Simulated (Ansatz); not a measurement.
## Sn wire along [100], 25 atoms a period, H-terminated: bands by functional

Aim: is the Sn wire along [100], 25 atoms a period, H-terminated a metal or a semiconductor?

Calculated with Ansatz 0.2.0; DFT PBE, plane waves, PAW; relaxation of a wire's period; PAW set soft_1, in the first sound run; inputs show where later runs differ.

## (1) Set-up

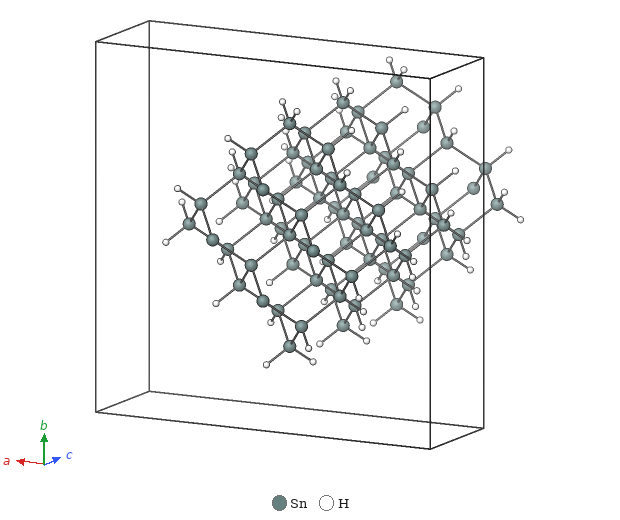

The cell as given, at a slant to the c axis (tin teal, hydrogen white). 1×1×3 cells are drawn. Some periodic images of atoms are drawn too.

The cell holds 45 atoms: 25 Sn and 20 H. Its edges and angles: a = 22.121 Å, b = 22.121 Å, c = 6.650 Å, α = 90.0°, β = 90.0°, γ = 90.0°. Vacuum lies along a and b. The structure's axis is c.

## (2) Relaxing the period

Band widths follow the bond lengths, so the wire is relaxed first. The atoms and the third cell vector are free; the box across stays fixed as vacuum. A Fermi-Dirac smearing is set since the result may be a metal. The pressure printed is a third of the stress's trace over the whole box, vacuum included; only the stress along the axis is relaxed.

Contents of input.yaml:

```yaml
crystal:
  lattice:
    - [22.121, 0.0, 0.0]
    - [0.0, 22.121, 0.0]
    - [0.0, 0.0, 6.65]
  atoms:
    - { symbol: Sn, position: [0.349684145, 0.499993805, 0.0] }
    - { symbol: Sn, position: [0.499993805, 0.349684145, 0.0] }
    - { symbol: Sn, position: [0.499993805, 0.650303466, 0.0] }
    - { symbol: Sn, position: [0.650303466, 0.499993805, 0.0] }
    - { symbol: H, position: [0.228854934, 0.379164595, 0.098065719] }
    - { symbol: H, position: [0.379164595, 0.228854934, 0.098065719] }
    - { symbol: H, position: [0.620823016, 0.771132677, 0.098065719] }
    - { symbol: H, position: [0.771132677, 0.620823016, 0.098065719] }
    - { symbol: Sn, position: [0.274529315, 0.424838975, 0.25] }
    - { symbol: Sn, position: [0.424838975, 0.274529315, 0.25] }
    - { symbol: Sn, position: [0.424838975, 0.575148636, 0.25] }
    - { symbol: Sn, position: [0.575148636, 0.424838975, 0.25] }
    - { symbol: Sn, position: [0.575148636, 0.725458296, 0.25] }
    - { symbol: Sn, position: [0.725458296, 0.575148636, 0.25] }
    - { symbol: H, position: [0.153700104, 0.545668186, 0.348065719] }
    - { symbol: H, position: [0.304009764, 0.695977846, 0.348065719] }
    - { symbol: H, position: [0.454319425, 0.846287507, 0.348065719] }
    - { symbol: H, position: [0.545668186, 0.153700104, 0.348065719] }
    - { symbol: H, position: [0.695977846, 0.304009764, 0.348065719] }
    - { symbol: H, position: [0.846287507, 0.454319425, 0.348065719] }
    - { symbol: Sn, position: [0.199374484, 0.499993805, 0.5] }
    - { symbol: Sn, position: [0.349684145, 0.349684145, 0.5] }
    - { symbol: Sn, position: [0.349684145, 0.650303466, 0.5] }
    - { symbol: Sn, position: [0.499993805, 0.199374484, 0.5] }
    - { symbol: Sn, position: [0.499993805, 0.499993805, 0.5] }
    - { symbol: Sn, position: [0.499993805, 0.800613126, 0.5] }
    - { symbol: Sn, position: [0.650303466, 0.349684145, 0.5] }
    - { symbol: Sn, position: [0.650303466, 0.650303466, 0.5] }
    - { symbol: Sn, position: [0.800613126, 0.499993805, 0.5] }
    - { symbol: H, position: [0.153700104, 0.454319425, 0.651934281] }
    - { symbol: H, position: [0.304009764, 0.304009764, 0.651934281] }
    - { symbol: H, position: [0.454319425, 0.153700104, 0.651934281] }
    - { symbol: H, position: [0.545668186, 0.846287507, 0.651934281] }
    - { symbol: H, position: [0.695977846, 0.695977846, 0.651934281] }
    - { symbol: H, position: [0.846287507, 0.545668186, 0.651934281] }
    - { symbol: Sn, position: [0.274529315, 0.575148636, 0.75] }
    - { symbol: Sn, position: [0.424838975, 0.424838975, 0.75] }
    - { symbol: Sn, position: [0.424838975, 0.725458296, 0.75] }
    - { symbol: Sn, position: [0.575148636, 0.274529315, 0.75] }
    - { symbol: Sn, position: [0.575148636, 0.575148636, 0.75] }
    - { symbol: Sn, position: [0.725458296, 0.424838975, 0.75] }
    - { symbol: H, position: [0.228854934, 0.620823016, 0.901934281] }
    - { symbol: H, position: [0.379164595, 0.771132677, 0.901934281] }
    - { symbol: H, position: [0.620823016, 0.228854934, 0.901934281] }
    - { symbol: H, position: [0.771132677, 0.379164595, 0.901934281] }
kpoints:
  mp_grid: { grid: [1, 1, 13] }
scf:
  occupations: { method: fermi_dirac, width: 0.05 }
hamiltonian:
  xc: pbe
  pseudopotentials: { kind: paw, azcp: { folder: soft_1 } }
relax:
  cell: { fix: [a, b, alpha, beta, gamma] }
  max_steps: 45
  f_tol: 0.03
```

Run with:

```sh
ansatz run input.yaml --threads 4 --pin off --max-ram 16384MiB --backend cpu --events-out ev --progress --plain --runs-dir out
```

Numbers of over 12 decimals in the logs are rounded to 6 here.

The log of the run:

```text
Engine: ansatz 0.2.0, x86_64-unknown-linux-gnu
Pseudopotentials: kind: paw
Pseudopotential: Sn, paw, valence charge 14, recommended cutoff 420 eV (normal), soft_1/Sn.paw.azcp
Pseudopotential: H, paw, valence charge 1, recommended cutoff 420 eV (normal), soft_1/H.paw.azcp
Functional definition: PBE
  parameter kappa = 0.804
  parameter beta = 0.066725
  exchange = pbe_x(kappa = kappa, mu = beta*pi^2/3)
  correlation = pbe_c(beta = beta)
Crystal: 45 atoms, lattice volume = 3254.102 Å³
Basis set: ecut = 420 eV, 63583 PW (Γ), exchange–correlation on 300×300×90 points (8 copies of the dense FFT grid, shifted against one another)
Bands: 230, of which v1, the nominal top of the filled ones, is band 185 counted from 1 (184 counted from 0)
Symmetry: 8 space group operations
Space group: P-42m (ITA 111), of the structure as read, at distance tolerance 1.5e-4 Å
k-points: 7 of 13
Non-local potential: Sn, projectors of the file, l = 0: 2, l = 1: 2, l = 2: 2, l = 3: 1
Non-local potential: H, projectors of the file, l = 0: 2, l = 1: 1
PAW form: soft (Blöchl's): semilocal exchange-correlation on the pseudo side does not see the compensation charge
PAW one-centre angular grid: Sn, 590 points (default); XC on 64 Gauss nodes
PAW one-centre angular grid: H, 110 points (default); XC on 64 Gauss nodes
Initial density: superposition of atomic densities (neutral atoms: chi_scale 0, normalization atom)
Initial wavefunctions: pseudopotential atomic-orbital guess
Functional: x = pbe(κ = 0.804, μ = 0.219515), c = pbe(β = 0.066725)
SCF iter   1: F=—  HF=-150921.481795 eV  |F-HF|=—  |Δ(HF+E_count)|=         —  Δρ=2.46e-2  dr2=2.08e1  ethr=3.10e-3  ⟨swp⟩=6.9  Hψ=7221  notcnv=0  defer=69
preconditioner: auto → Resta (q_TF=auto, 1.899 Å⁻¹)  ε∞=1.9  [insulator: Δε(μ)=1.237 eV  Ē_g=7.703 eV  σ=0.050 eV  W_gap=1.00  n_scr=340 (ndim 8)  ℏωp=7.1 eV  f_vac=0.597  D(μ)=0.00/eV (n_scr^D=0)  ε∞_Penn≈1.9  vacuum switching on, ρ_ref=4.3e-3 e/Å³]
SCF iter   2: F=—  HF=-150916.733554 eV  |F-HF|=—  |Δ(HF+E_count)|=    4.75e0  Δρ=9.23e-3  dr2=4.82e0  ethr=3.10e-3  ⟨swp⟩=3.3  Hψ=2317  notcnv=0  defer=242
SCF iter   3: F=—  HF=-150916.238474 eV  |F-HF|=—  |Δ(HF+E_count)|=   4.95e-1  Δρ=4.40e-3  dr2=3.38e0  ethr=1.30e-3  ⟨swp⟩=3.6  Hψ=2220  notcnv=0  defer=242
SCF iter   4: F=—  HF=-150915.773870 eV  |F-HF|=—  |Δ(HF+E_count)|=   4.65e-1  Δρ=1.35e-3  dr2=1.97e-1  ethr=9.14e-4  ⟨swp⟩=3.9  Hψ=2367  notcnv=0  defer=239
SCF iter   5: F=—  HF=-150915.768046 eV  |F-HF|=—  |Δ(HF+E_count)|=   5.82e-3  Δρ=5.13e-4  dr2=9.13e-3  ethr=5.31e-5  ⟨swp⟩=2.0  Hψ=1880  notcnv=0  defer=241
SCF iter   6: F=—  HF=-150915.774064 eV  |F-HF|=—  |Δ(HF+E_count)|=   6.02e-3  Δρ=1.64e-4  dr2=1.07e-3  ethr=2.47e-6  ⟨swp⟩=2.0  Hψ=1789  notcnv=0  defer=241
SCF iter   7: F=—  HF=-150915.775086 eV  |F-HF|=—  |Δ(HF+E_count)|=   1.02e-3  Δρ=4.36e-5  dr2=1.74e-4  ethr=2.90e-7  ⟨swp⟩=2.0  Hψ=1789  notcnv=0  defer=241
SCF iter   8: F=—  HF=-150915.775136 eV  |F-HF|=—  |Δ(HF+E_count)|=   5.00e-5  Δρ=1.30e-5  dr2=6.55e-6  ethr=4.71e-8  ⟨swp⟩=2.0  Hψ=1789  notcnv=0  defer=241
SCF iter   9: F=—  HF=-150915.774989 eV  |F-HF|=—  |Δ(HF+E_count)|=   1.47e-4  Δρ=3.68e-6  dr2=5.78e-7  ethr=1.77e-9  ⟨swp⟩=2.6  Hψ=2607  notcnv=0  defer=241
SCF iter  10: F=-150915.774990 eV  HF=-150915.774990 eV  |F-HF|=9.58e-9  |Δ(HF+E_count)|=   1.35e-6  Δρ=1.05e-6  dr2=7.22e-8  ethr=2.70e-11  ⟨swp⟩=5.4  Hψ=5945  notcnv=0
SCF 1 converged in 10 iterations: F = -150915.774990 eV  dr2 = 7.22e-8
  greatest PAW one-centre occupation: 0.991 electrons in one spin orbital (limit 2), on the Sn atom at site 28 (counted from 0), in its partial waves of l = 2
relax step   1: F+E_penalty+E_count = -150915.77498996 eV  Δ(F+E_penalty+E_count) = +0.000e0 eV  max|allowed force component| = 1.804e-1 eV/Å  Δτ_max = 0.0000 Å  P = -0.345 GPa  Ω = 3254.102 Å³  fix = [a, b, alpha, beta, gamma]  reactions: a -0.343, b -0.343 GPa  (10 SCF iters, dr2 threshold 1.00e-7 eV, accepted)
Crystal: 45 atoms, lattice volume = 3215.406 Å³
Basis set: ecut = 420 eV, 62773 PW (Γ), exchange–correlation on 300×300×90 points (8 copies of the dense FFT grid, shifted against one another)
Initial density: handed on by an earlier stage of this run
Initial wavefunctions: those handed on with the density
iter 1 solved again at ethr=2.90e-4 eV; its pass at ethr=3.10e-3 eV (dr2=1.07e0 eV) is discarded
SCF iter   1: F=—  HF=-150915.071395 eV  |F-HF|=—  |Δ(HF+E_count)|=         —  Δρ=6.78e-3  dr2=1.07e0  ethr=2.90e-4  ⟨swp⟩=6.6  Hψ=8640  notcnv=0
preconditioner: auto → Resta (q_TF=auto, 1.903 Å⁻¹)  ε∞=1.4  [insulator: Δε(μ)=1.876 eV  Ē_g=19.054 eV  σ=0.050 eV  W_gap=1.00  n_scr=338 (ndim 8)  ℏωp=12.6 eV  f_vac=0.650  D(μ)=0.00/eV (n_scr^D=0)  ε∞_Penn≈1.4  vacuum switching on, ρ_ref=2.6e-2 e/Å³]
SCF iter   2: F=—  HF=-150914.950505 eV  |F-HF|=—  |Δ(HF+E_count)|=   1.21e-1  Δρ=3.17e-3  dr2=3.14e-1  ethr=2.89e-4  ⟨swp⟩=5.0  Hψ=3111  notcnv=0  defer=55
SCF iter   3: F=—  HF=-150915.003571 eV  |F-HF|=—  |Δ(HF+E_count)|=   5.31e-2  Δρ=1.75e-3  dr2=5.84e-1  ethr=8.49e-5  ⟨swp⟩=4.7  Hψ=3380  notcnv=0  defer=229
SCF iter   4: F=—  HF=-150914.921708 eV  |F-HF|=—  |Δ(HF+E_count)|=   8.19e-2  Δρ=3.23e-4  dr2=4.08e-3  ethr=8.49e-5  ⟨swp⟩=3.4  Hψ=1870  notcnv=0  defer=240
SCF iter   5: F=—  HF=-150914.922050 eV  |F-HF|=—  |Δ(HF+E_count)|=   3.42e-4  Δρ=9.87e-5  dr2=5.23e-4  ethr=1.10e-6  ⟨swp⟩=2.4  Hψ=3058  notcnv=0  defer=240
SCF iter   6: F=—  HF=-150914.921950 eV  |F-HF|=—  |Δ(HF+E_count)|=   9.97e-5  Δρ=4.05e-5  dr2=4.65e-5  ethr=1.41e-7  ⟨swp⟩=2.0  Hψ=1755  notcnv=0  defer=240
SCF iter   7: F=—  HF=-150914.921976 eV  |F-HF|=—  |Δ(HF+E_count)|=   2.62e-5  Δρ=9.42e-6  dr2=4.47e-6  ethr=1.26e-8  ⟨swp⟩=2.0  Hψ=1866  notcnv=0  defer=240
SCF iter   8: F=-150914.921977 eV  HF=-150914.921977 eV  |F-HF|=8.77e-8  |Δ(HF+E_count)|=   8.90e-7  Δρ=3.58e-6  dr2=5.47e-7  ethr=5.50e-10  ⟨swp⟩=5.3  Hψ=5101  notcnv=0
SCF 2 converged in 8 iterations: F = -150914.921977 eV  dr2 = 5.47e-7
  greatest PAW one-centre occupation: 0.990 electrons in one spin orbital (limit 2), on the Sn atom at site 24 (counted from 0), in its partial waves of l = 2
relax step   2: F+E_penalty+E_count = -150914.92197700 eV  Δ(F+E_penalty+E_count) = +8.530e-1 eV  max|allowed force component| = 1.158e0 eV/Å  Δτ_max = 0.1947 Å  P = +0.573 GPa  Ω = 3215.406 Å³  energy of the carried Pulay correction = +2.700e-3 eV  fix = [a, b, alpha, beta, gamma]  (8 SCF iters, dr2 threshold 2.03e-6 eV, rejected (line search))
Crystal: 45 atoms, lattice volume = 3242.736 Å³
[...]
SCF 5 converged in 6 iterations: F = -150915.919991 eV  dr2 = 1.32e-10
relax step   5: F+E_penalty+E_count = -150915.91999135 eV  Δ(F+E_penalty+E_count) = +9.708e-4 eV  max|allowed force component| = 2.639e-2 eV/Å  Δτ_max = 0.0000 Å  P = -0.015 GPa  Ω = 3241.270 Å³  fix = [a, b, alpha, beta, gamma]  reactions: a -0.013, b -0.013 GPa  stress off target by 2.03e-2 GPa on what of the cell is left free  SCF on the basis re-selected at this cell (its energy is not comparable with the rows above)  (6 SCF iters)
basis re-selected at this cell: Δ(F+E_penalty+E_count) = +9.708e-4 eV, ΔP = -0.000 GPa vs the last step (what re-selecting the basis moved, of the pressure what is left beyond the Pulay correction that the steps carried, after the strain that the cell walked since its last selection, with what the two solves' SCF thresholds leave and, on support functions, any second-order correction that the steps lacked; it is no m [...]
SCF converged after 6 iterations
Free energy (F): -150915.919991 eV
Harris-Foulkes:  -150915.919991 eV  (|F-HF|=2.04e-10)
Internal energy: -150915.919991 eV  (E = F + TS)
E sigma→0 (E₀):  -150915.919991 eV
Entropy (-TS):   -0.000000 eV (-0.000 meV/atom)
Fermi energy:    -1.101238 eV
--- Per-component energies (eV) ---
  E_band       = -6292.836359
  E_kinetic    = 4444.857649
  E_local      = -196959.193629  (includes V_loc(G=0)·N_el)
  E_nonlocal   = 3633.117839
  E_hartree    = 96463.850654
  E_xc         = -3295.873061
  E_vxc        = -2198.937381  (∫ρ·V_xc dr)
  E_paw        = -109269.409663  (= ΣΔE_a)
  E_vpaw       = -8140.372375  (= ΣTr[D̂ρ^β])
  E_aug_tail   = -0.010433  (compensation charges beyond the density's cutoff)
  E_ewald      = 54066.740653
  E_smearing   = -0.000000  (= −TS)
  E_closure    = -0.000000  (closes the sum)
  Σ components = -150915.919991   (vs F -150915.919991, Δ=0.00e0)
--- Forces (eV/Å), atoms counted from 1 ---
  atom   1  Sn    -0.00112124     0.00000000    -0.00000000
  atom   2  Sn     0.00000000    -0.00112124     0.00000000
  atom   3  Sn    -0.00000000     0.00112124     0.00000000
  atom   4  Sn     0.00112124    -0.00000000     0.00000000
  atom   5  H     -0.00167931    -0.00084940     0.00175315
  atom   6  H     -0.00084940    -0.00167931     0.00175315
  atom   7  H      0.00084940     0.00167931     0.00175315
  atom   8  H      0.00167931     0.00084940     0.00175315
  atom   9  Sn     0.01783384     0.01211393    -0.02358632
  atom  10  Sn     0.01211393     0.01783384    -0.02358632
  atom  11  Sn    -0.00187330     0.00187330    -0.00102711
  atom  12  Sn     0.00187330    -0.00187330    -0.00102711
  atom  13  Sn    -0.01211393    -0.01783384    -0.02358632
  atom  14  Sn    -0.01783384    -0.01211393    -0.02358632
  atom  15  H     -0.00429329     0.00831718    -0.00427167
  atom  16  H     -0.00135282     0.00135282     0.00343492
  atom  17  H     -0.00831718     0.00429329    -0.00427167
  atom  18  H      0.00831718    -0.00429329    -0.00427167
  atom  19  H      0.00135282    -0.00135282     0.00343492
  atom  20  H      0.00429329    -0.00831718    -0.00427167
  atom  21  Sn    -0.00940342     0.00000000    -0.00000000
  atom  22  Sn     0.01528382     0.01528382     0.02639248
  atom  23  Sn     0.01528382    -0.01528382    -0.02639248
  atom  24  Sn     0.00000000    -0.00940342     0.00000000
  atom  25  Sn    -0.00000000     0.00000000     0.00000000
  atom  26  Sn    -0.00000000     0.00940342     0.00000000
  atom  27  Sn    -0.01528382     0.01528382    -0.02639248
  atom  28  Sn    -0.01528382    -0.01528382     0.02639248
  atom  29  Sn     0.00940342    -0.00000000     0.00000000
  atom  30  H     -0.00429329    -0.00831718     0.00427167
  atom  31  H     -0.00135282    -0.00135282    -0.00343492
  atom  32  H     -0.00831718    -0.00429329     0.00427167
  atom  33  H      0.00831718     0.00429329     0.00427167
  atom  34  H      0.00135282     0.00135282    -0.00343492
  atom  35  H      0.00429329     0.00831718     0.00427167
  atom  36  Sn     0.01783384    -0.01211393     0.02358632
  atom  37  Sn    -0.00187330    -0.00187330     0.00102711
  atom  38  Sn     0.01211393    -0.01783384     0.02358632
  atom  39  Sn    -0.01211393     0.01783384     0.02358632
  atom  40  Sn     0.00187330     0.00187330     0.00102711
  atom  41  Sn    -0.01783384     0.01211393     0.02358632
  atom  42  H     -0.00167931     0.00084940    -0.00175315
  atom  43  H     -0.00084940     0.00167931    -0.00175315
  atom  44  H      0.00084940    -0.00167931    -0.00175315
  atom  45  H      0.00167931    -0.00084940    -0.00175315
  max |Σ_I F_I| component: 2.39e-18 eV/Å
--- Stress (GPa, compression-positive) ---
       -0.012687       0.000000      -0.000000
        0.000000      -0.012687       0.000000
       -0.000000       0.000000      -0.020277
  P = ⅓ Tr σ = -0.0152 GPa (-0.152 kbar)
--- Relaxed structure (4 steps of the walk, 3 accepted, 1 SCFs on fresh bases) ---
  F+E_penalty+E_count = -150915.91999135 eV   max|allowed force component| = 2.639e-2 eV/Å   (the final SCF, on the basis selected at the relaxed cell)
  cell:  # Å, volume = 3241.2696 Å³
    - [22.121, 0, 0]
    - [0, 22.121, 0]
    - [0, 0, 6.623776]
  atoms:
    - { symbol: Sn, position: [0.350176, 0.500000, -1.3401159404338983e-19] }
    - { symbol: Sn, position: [0.500000, 0.350176, 0] }
    - { symbol: Sn, position: [0.500000, 0.649824, 0] }
    - { symbol: Sn, position: [0.649824, 0.500000, 0] }
    - { symbol: H, position: [0.231022, 0.380944, 0.101092] }
    - { symbol: H, position: [0.380944, 0.231022, 0.101092] }
    - { symbol: H, position: [0.619056, 0.768978, 0.101092] }
    - { symbol: H, position: [0.768978, 0.619056, 0.101092] }
    - { symbol: Sn, position: [0.276208, 0.426373, 0.253817] }
    - { symbol: Sn, position: [0.426373, 0.276208, 0.253817] }
    - { symbol: Sn, position: [0.425106, 0.574894, 0.249645] }
    - { symbol: Sn, position: [0.574894, 0.425106, 0.249645] }
    - { symbol: Sn, position: [0.573627, 0.723792, 0.253817] }
    - { symbol: Sn, position: [0.723792, 0.573627, 0.253817] }
    - { symbol: H, position: [0.155272, 0.544316, 0.351071] }
    - { symbol: H, position: [0.306128, 0.693872, 0.352004] }
    - { symbol: H, position: [0.455684, 0.844728, 0.351071] }
    - { symbol: H, position: [0.544316, 0.155272, 0.351071] }
    - { symbol: H, position: [0.693872, 0.306128, 0.352004] }
    - { symbol: H, position: [0.844728, 0.455684, 0.351071] }
    - { symbol: Sn, position: [0.201937, 0.500000, 0.500000] }
    - { symbol: Sn, position: [0.351445, 0.351445, 0.494930] }
    - { symbol: Sn, position: [0.351445, 0.648555, 0.505070] }
    - { symbol: Sn, position: [0.500000, 0.201937, 0.500000] }
    - { symbol: Sn, position: [0.500000, 0.500000, 0.500000] }
    - { symbol: Sn, position: [0.500000, 0.798063, 0.500000] }
    - { symbol: Sn, position: [0.648555, 0.351445, 0.505070] }
    - { symbol: Sn, position: [0.648555, 0.648555, 0.494930] }
    - { symbol: Sn, position: [0.798063, 0.500000, 0.500000] }
    - { symbol: H, position: [0.155272, 0.455684, 0.648929] }
    - { symbol: H, position: [0.306128, 0.306128, 0.647996] }
    - { symbol: H, position: [0.455684, 0.155272, 0.648929] }
    - { symbol: H, position: [0.544316, 0.844728, 0.648929] }
    - { symbol: H, position: [0.693872, 0.693872, 0.647996] }
    - { symbol: H, position: [0.844728, 0.544316, 0.648929] }
    - { symbol: Sn, position: [0.276208, 0.573627, 0.746183] }
    - { symbol: Sn, position: [0.425106, 0.425106, 0.750355] }
    - { symbol: Sn, position: [0.426373, 0.723792, 0.746183] }
    - { symbol: Sn, position: [0.573627, 0.276208, 0.746183] }
    - { symbol: Sn, position: [0.574894, 0.574894, 0.750355] }
    - { symbol: Sn, position: [0.723792, 0.426373, 0.746183] }
    - { symbol: H, position: [0.231022, 0.619056, 0.898908] }
    - { symbol: H, position: [0.380944, 0.768978, 0.898908] }
    - { symbol: H, position: [0.619056, 0.231022, 0.898908] }
    - { symbol: H, position: [0.768978, 0.380944, 0.898908] }
```

Run time: 21 min. Hardware: 4 threads of Intel Xeon Platinum 8259CL at 2.50GHz (Skylake/Cascade Lake), shared host; peak memory 12 GiB.

The steps of the relaxation:

```csv
step,energy less that of the first step (eV),largest force component (eV/Å),pressure (GPa),volume (Å³)
1,0.0000,0.1804,-0.35,3254.10
2,0.8530,1.1576,0.57,3215.41
3,-0.1384,0.0865,-0.07,3242.74
4,-0.1460,0.0264,-0.02,3241.27
5*,-0.1450,0.0264,-0.02,3241.27
```

Relaxation steps marked * repeat the geometry before them on a plane-wave basis chosen anew for their cell, so energy and pressure can jump there. Relaxation step 2 was tried and not accepted.

Forces are held to the 8 operations that the run works with; a distortion that breaks them can't arise in this run.

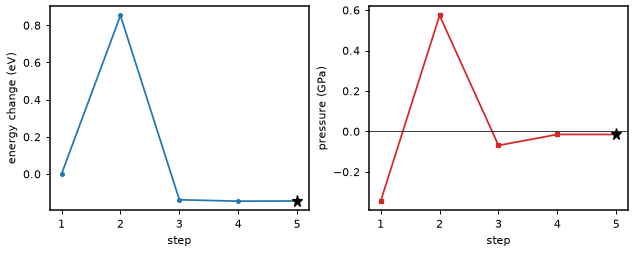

Energy and pressure along the relaxation. Stars mark steps on a basis chosen anew.

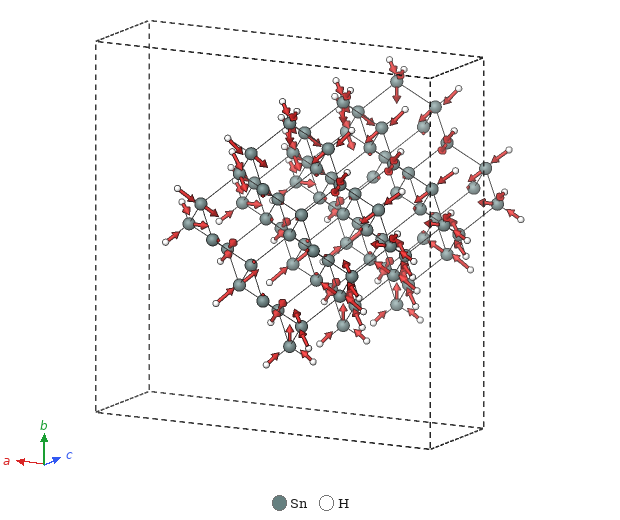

Displacements in the relaxation, exaggerated, measured against the changing cell; the longest in the cell stands for 0.07 Å. 1×1×3 cells are drawn. Some periodic images of atoms are drawn too.

```csv
cell as run,before,after,change
c (Å),6.650,6.624,-0.4 %
```

The atoms that moved most (Å, along periodic axes as changes of fractional coordinates times the final cell, across vacuum about the mean position):

```csv
atom,dx,dy,dz,length
H31,0.047,0.047,-0.026,0.071
H16,0.047,-0.047,0.026,0.071
H19,-0.047,0.047,0.026,0.071
H34,-0.047,-0.047,-0.026,0.071
H8,-0.048,-0.039,0.020,0.065
H7,-0.039,-0.048,0.020,0.065
H43,0.039,-0.048,-0.020,0.065
H45,-0.048,0.039,-0.020,0.065
```

Numbers from this step:

```yaml
cell_length_along_the_wire: 6.624 Å
```

The cell's length comes to 6.624 Å with spin left out.

(Part 1 of 2 ends here.)

[Logs are printed without paths, hosts, clocks, repeated set-up lines and the standing remarks that a program may print on its own settings, such as how far it seeks lower states.]

[Hosts, paths, dates, database ids (printed as entryN), source tags and the programs' standing remarks are cut or masked in the printed files.]
